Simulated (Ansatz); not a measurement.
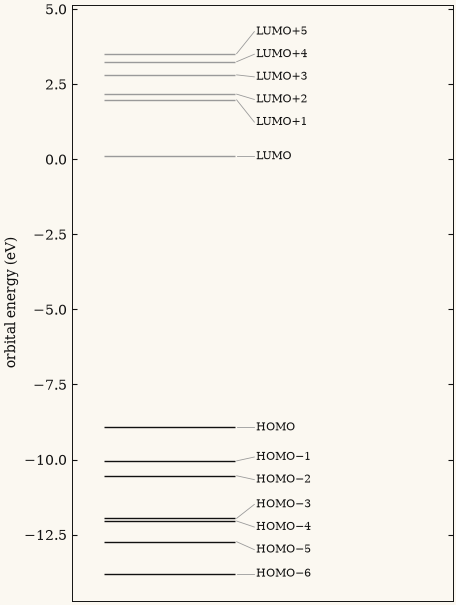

C₂H₉BSSi, SMILES CB[SiH2]SC. Kohn-Sham orbital energies near the frontier, ωB97M-V/def2-TZVPP in the Ansatz code, at a PBE0-D4/def2-TZVP geometry (a minimum by its frequencies), isolated molecule; empty levels in grey, levels within 0.03 eV side by side.

### Where do the frontier orbitals lie?

HOMO at −8.93 eV, LUMO at 0.10 eV, 9.03 eV apart.

### How far below the HOMO does the next level lie?

1.11 eV.

### List the levels.

```tsv
orbital	energy (eV)
LUMO+5	3.51
LUMO+4	3.25
LUMO+3	2.81
LUMO+2	2.17
LUMO+1	1.98
LUMO	0.10
HOMO	−8.93
HOMO−1	−10.04
HOMO−2	−10.54
HOMO−3	−11.96
HOMO−4	−12.05
HOMO−5	−12.74
HOMO−6	−13.80
```

Note: one conformer of a flexible molecule; empty levels above zero depend strongly on the basis.
